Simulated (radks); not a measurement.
Atomic calculation, with input and output: Fe

System: the neutral iron atom in the configuration [Ar] 3d6 4s2 (high spin).
Method: non-relativistic Kohn-Sham, Slater X-alpha with alpha = 0.578, spin-polarised, spherical densities, point nucleus (the in-house radial solver radks).

### The input
```
Z 26
configuration [Ar] 3d6 4s2
relativity non-relativistic
functional xalpha 0.578
spin polarised
nucleus point
```

Energies in input and log are in hartree, lengths in bohr.

Hardware: 1 CPU thread, shared host.

### The program's output
```
1s      1   1.0000        -253.13980394
2s      1   1.0000         -29.27510143
2p      1   3.0000         -25.23212220
3s      1   1.0000          -3.29481798
3p      1   3.0000          -2.12559700
3d      1   5.0000          -0.25079182
4s      1   1.0000          -0.15963257
1s      2   1.0000        -253.13921068
2s      2   1.0000         -29.20678610
2p      2   3.0000         -25.18013217
3s      2   1.0000          -3.14723290
3p      2   3.0000          -1.98065326
3d      2   1.0000          -0.12261373
4s      2   1.0000          -0.12776672
Etot -1252.3032747100206
Ekin 1252.3032746745034
Encl -2991.298307640683
Eh 530.475374272293
Exc -43.78361601613394
err 2.9007309751765287e-09
it 16
```

### Orbitals

| orbital | occupation | energy (eV) | ⟨r⟩ (bohr) | outer maximum (bohr) |
| --- | --- | --- | --- | --- |
| 1s up | 1 | −6888.3 | 0.05932 | 0.0391 |
| 1s down | 1 | −6888.3 | 0.05932 | 0.0391 |
| 2s up | 1 | −796.616 | 0.2717 | 0.226 |
| 2s down | 1 | −794.757 | 0.2713 | 0.226 |
| 2p up | 3 | −686.601 | 0.2381 | 0.182 |
| 2p down | 3 | −685.186 | 0.2377 | 0.181 |
| 3s up | 1 | −89.657 | 0.8243 | 0.711 |
| 3s down | 1 | −85.641 | 0.8268 | 0.711 |
| 3p up | 3 | −57.840 | 0.8668 | 0.718 |
| 3p down | 3 | −53.896 | 0.8715 | 0.719 |
| 3d up | 5 | −6.824 | 1.143 | 0.709 |
| 4s up | 1 | −4.344 | 3.030 | 2.41 |
| 4s down | 1 | −3.477 | 3.315 | 2.58 |
| 3d down | 1 | −3.336 | 1.263 | 0.718 |

### Slater integrals of the outer shells (hartree)

| integral | value |
| --- | --- |
| F0(4s,4s) | 0.2992 |
| F0(4s,3d) | 0.3828 |
| G2(4s,3d) | 0.0480 |
| F0(4s,3p) | 0.3930 |
| G1(4s,3p) | 0.0206 |
| F0(3d,3d) | 0.8261 |
| F2(3d,3d) | 0.3707 |
| F4(3d,3d) | 0.2286 |
| F0(3d,3p) | 0.9202 |
| F2(3d,3p) | 0.4252 |
| G1(3d,3p) | 0.5268 |
| G3(3d,3p) | 0.3167 |
| F0(3p,3p) | 1.0439 |
| F2(3p,3p) | 0.5200 |

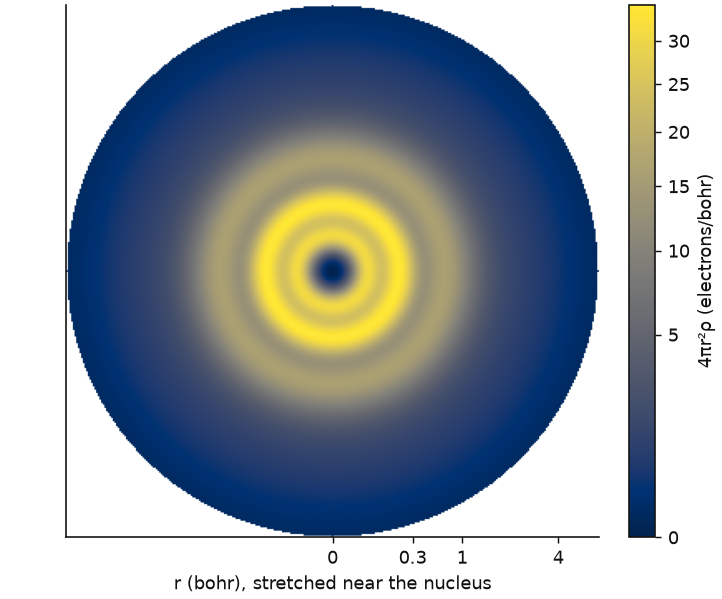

The radial density 4πr²ρ as a disc about the nucleus, with the radius drawn as r to the power 0.4. There are 3 maxima, at r = 0.0416, 0.189 and 0.696 bohr, parted by minima at 0.0905 and 0.448 bohr, inside which lie 2.1 and 10.7 electrons. The configuration has 4 principal shells, so not every shell has a maximum of its own.

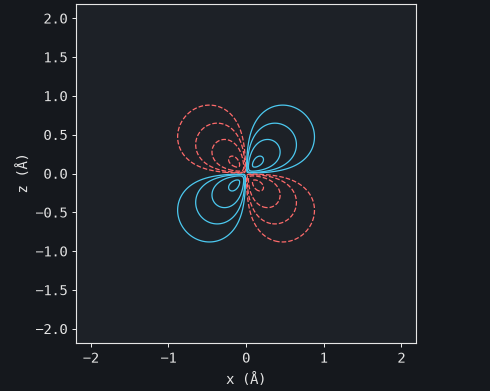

One occupied orbital of up spin is shown. In the xz plane through the nucleus, contours of ψ are drawn, solid for positive and dashed for negative values, each about twice the one before. (1 bohr = 0.529 Å.) The radial function comes from the spherical calculation and is multiplied by a real spherical harmonic; the overall sign is chosen so that the largest lobe of P(r) is positive. It is 3d(xz) of up spin. It has the nodal planes xy and yz and no radial node. The maximum of P² lies at 0.709 bohr, ⟨r⟩ = 1.14 bohr, 90 % of the charge lies within 2.02 bohr, and the eigenvalue is −6.82 eV, with 5 electrons in the shell for this spin.

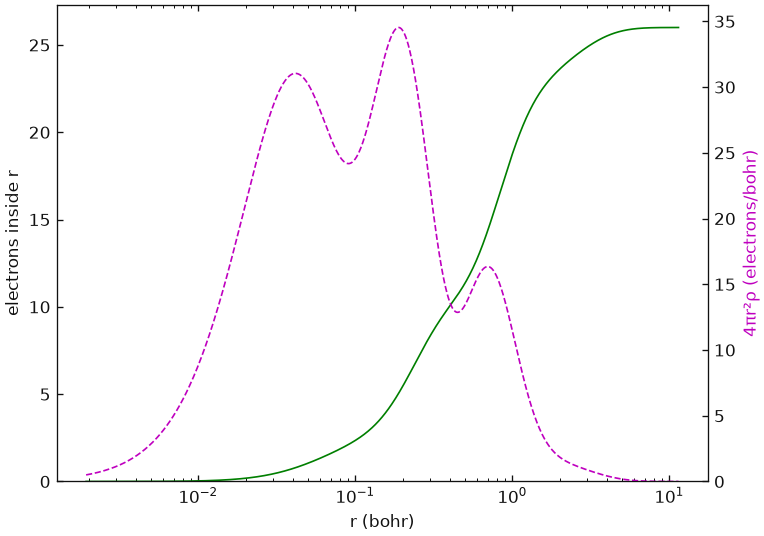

The number of electrons inside radius r (solid) and the radial density 4πr²ρ (dashed). The count levels off at 26 electrons. Half of them lie within 0.612 bohr, 90 % within 1.89 bohr and 99 % within 4.70 bohr. The radial density has minima at 0.0905 and 0.448 bohr, where the count stands at 2.1 and 10.7; these part the shells that the density resolves.

### Summary

```
                       quantity               value
                        outcome           converged
                   total energy  −1252.3033 hartree
                 kinetic energy   1252.3033 hartree
        electron–nucleus energy  −2991.2983 hartree
                 Hartree energy  530.475374 hartree
    exchange–correlation energy  −43.783616 hartree
radius at density 0.001 e/bohr³           4.58 bohr
                 SCF iterations                  16
```
